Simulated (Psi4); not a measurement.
# SiBrCl3 (bromotrichlorosilane): MP2/cc-pVDZ

What is the energy change on altering one bond length of SiBrCl3 (bromotrichlorosilane) at MP2/cc-pVDZ? 

The results are computed with Psi4 1.11.

2 further runs of the same task are left out: 1 that didn't finish, 1 set aside as unsound or not needed.

## Step 1: The system as given

SiBrCl3: 5 atoms, total charge 0, spin state singlet. SMILES: `Cl[Si](Cl)(Cl)Br`. The shape is that of a PBE0-D4/def2-TZVP optimisation.

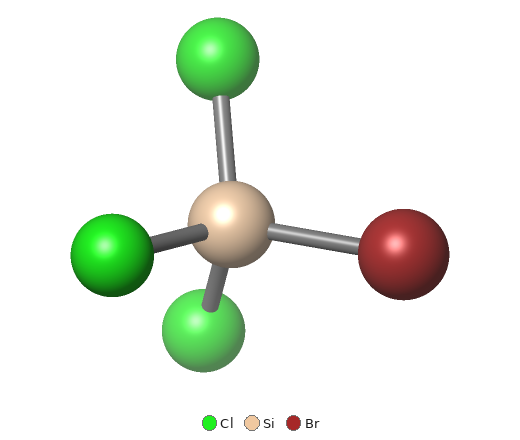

The structure, seen from a chosen angle (chlorine green, silicon light orange, bromine red).

## Step 2: A single-point energy at MP2/cc-pVDZ

Input file run.py:

```python
import psi4

psi4.set_memory(1600000000)
psi4.set_num_threads(1)
psi4.set_output_file('psi4.out', False)

m = psi4.geometry("""
0 1
Cl    -0.852900    -0.217700     1.821600
Si     0.003400    -0.042600    -0.003200
Cl     1.690500    -1.158200    -0.059200
Cl    -1.285700    -0.709700    -1.412800
Br     0.494400     2.054400    -0.387900
symmetry c1
no_reorient
no_com
""")

psi4.set_options({
    'reference': 'rhf',
    'puream': True,
    'e_convergence': 1e-09,
    'd_convergence': 1e-08,
    'scf_type': 'pk',
    'num_frozen_docc': 29,
    'mp2_type': 'conv',
})

E = psi4.energy('mp2/cc-pVDZ')
print(f'mp2/cc-pVDZ energy: {E:.10f} Eh')
```

Command:

```
$ python run.py
```

psi4.out, shortened:

```text
[...]
  Running in c1 symmetry.
[...]
  Nuclear repulsion =  718.568526331859971
[...]
  Multiplicity = 1
[...]
  Nalpha       = 50
  Nbeta        = 50
[...]
    Number of basis functions: 99
[...]
   @RHF iter   1: -4239.89056315507059   -1.37337e+00   5.63027e-03 DIIS/ADIIS
[...]
   @RHF iter  11: -4240.02809359394541    0.00000e+00   2.63652e-09 DIIS
[...]
    Orbital Energies [Eh]
    ---------------------
    Doubly Occupied:
       1A   -490.098577     2A   -104.859026     3A   -104.859023
       4A   -104.859017     5A    -68.960031     6A    -65.235483
       7A    -58.592046     8A    -58.591146     9A    -58.591146
      10A    -10.588515    11A    -10.588509    12A    -10.588503
      13A     -9.884020    14A     -8.055617    15A     -8.055614
      16A     -8.055607    17A     -8.052771    18A     -8.052768
      19A     -8.052768    20A     -8.052765    21A     -8.052761
      22A     -8.052758    23A     -7.495775    24A     -7.489148
      25A     -7.489148    26A     -6.294626    27A     -4.401521
      28A     -4.401521    29A     -4.401275    30A     -3.231924
      31A     -3.228676    32A     -3.228676    33A     -3.221353
      34A     -3.221353    35A     -1.172982    36A     -1.123243
[...]
  @RHF Final Energy: -4240.02809359394541
   => Energetics <=
    Nuclear Repulsion Energy =            718.5685263318599709
    One-Electron Energy =               -7321.7311460155651730
    Two-Electron Energy =                2363.1345260897592198
    Total Energy =                      -4240.0280935939463234
[...]
 Multipole Moments:
 ------------------------------------------------------------------------------------
     Multipole            Electronic (a.u.)      Nuclear  (a.u.)        Total (a.u.)
 ------------------------------------------------------------------------------------
 L = 1.  Multiply by 2.5417464519 to convert [e a0] to [Debye]
 Dipole X            :        -18.3795853           18.3944051            0.0148199
 Dipole Y            :        -67.6873226           67.7512169            0.0638943
 Dipole Z            :         14.4977633          -14.5095062           -0.0117429
 Magnitude           :                                                    0.0666334
[...]
	SCS-MP2 Total Energy (a.u.)        : -4240.61574393364936
	SOS-MP2 Total Energy (a.u.)        : -4240.55744055072682
	SCSN-MP2 Total Energy (a.u.)       : -4240.33593545578060
[...]
	SOS-PI-MP2 Total Energy (a.u.)     : -4240.64566504352388
[...]
	MP2 Total Energy (a.u.)            : -4240.64412620670009
[...]
```

On the terminal:

```text
mp2/cc-pVDZ energy: -4240.6441262067 Eh
```

It took 2.1 min on 1 thread of Intel Xeon Platinum 8375C at 2.90GHz (Ice Lake), shared host; peak memory 0.61 GiB.

## Step 3: The distorted shape, same level

Input file input.dat:

```
memory 1600 MB

molecule {
  0 1
  Cl    -5.43753197     2.11841700     3.56931470
  Si    -3.81935949     2.44930805     0.12094247
  Cl     3.19458201    -2.18868080    -0.11187179
  Cl    -6.25540543     1.18867175    -2.54281547
  Br    -2.89150396     6.41206373    -0.60603517
  units au
  symmetry c1
}

set basis cc-pVDZ
set puream true
set e_convergence 1e-09
set d_convergence 1e-08
set scf_type pk
set num_frozen_docc 29
set mp2_type conv

energy("mp2")
```

Command:

```
$ psi4 -i input.dat -o output.dat -n 1
```

output.dat, shortened:

```text
[...]
  Running in c1 symmetry.
[...]
  Nuclear repulsion =  612.892779808019554
[...]
  Multiplicity = 1
[...]
  Nalpha       = 50
  Nbeta        = 50
[...]
    Number of basis functions: 99
[...]
   @RHF iter   1: -4239.55983173050481   -1.70311e+00   6.46316e-03 DIIS/ADIIS
[...]
   @RHF iter  17: -4239.80341237772609   -1.36424e-11   7.57054e-09 DIIS
[...]
  @RHF Final Energy: -4239.80341237772609
   => Energetics <=
    Nuclear Repulsion Energy =            612.8927798080195544
    One-Electron Energy =               -7107.3886938541199925
    Two-Electron Energy =                2254.6925016683740068
    Total Energy =                      -4239.8034123777269997
[...]
 Multipole Moments:
 ------------------------------------------------------------------------------------
     Multipole            Electronic (a.u.)      Nuclear  (a.u.)        Total (a.u.)
 ------------------------------------------------------------------------------------
 L = 1.  Multiply by 2.5417464519 to convert [e a0] to [Debye]
 Dipole X            :         -3.0373602           -0.6476375           -3.6849977
 Dipole Y            :         14.6782836          -12.0090282            2.6692554
 Dipole Z            :         -1.8266662            1.9135905            0.0869243
 Magnitude           :                                                    4.5510096
[...]
	SCS-MP2 Total Energy (a.u.)        : -4240.42908833005640
	SOS-MP2 Total Energy (a.u.)        : -4240.37045638537165
	SCSN-MP2 Total Energy (a.u.)       : -4240.11298904565865
[...]
	SOS-PI-MP2 Total Energy (a.u.)     : -4240.46496371997910
[...]
	MP2 Total Energy (a.u.)            : -4240.45184488481664
[...]
```

Wall time 1.8 min (1 thread of Intel Xeon Platinum 8375C at 2.90GHz (Ice Lake), shared host); peak memory 0.61 GiB.

## Step 4: Outcome

Level: MP2/cc-pVDZ, 29 core orbitals frozen.

| quantity | value |
| --- | --- |
| first shape: total energy | -4240.64413 Eh |
| first shape: HOMO energy (Hartree–Fock orbitals) | -12.11 eV |
| first shape: LUMO energy (Hartree–Fock orbitals) | 3.10 eV |
| first shape: HOMO–LUMO gap (Hartree–Fock orbitals) | 15.21 eV |
| first shape: correlation energy (29 core orbitals frozen) | -616.0 mEh |
| distorted shape: total energy | -4240.45184 Eh |
| distorted shape: HOMO energy (Hartree–Fock orbitals) | -8.28 eV |
| distorted shape: LUMO energy (Hartree–Fock orbitals) | -3.80 eV |
| distorted shape: HOMO–LUMO gap (Hartree–Fock orbitals) | 4.48 eV |
| distorted shape: correlation energy (29 core orbitals frozen) | -648.4 mEh |
| energy change with the Si2–Cl3 bond stretched from 2.023 to 4.451 Å | 5.232 eV |

What this shows: One bond (distorted shape) is far stretched, which a spin-restricted single reference describes badly; perturbation theory on it can break down and give far too much correlation. With the Si2–Cl3 bond stretched from 2.023 to 4.451 Å the energy rises by 5.23 eV (121 kcal/mol). The first shape isn't relaxed at this level, so the change isn't measured from a minimum. A restricted reference can't describe the breaking bond well at this length.
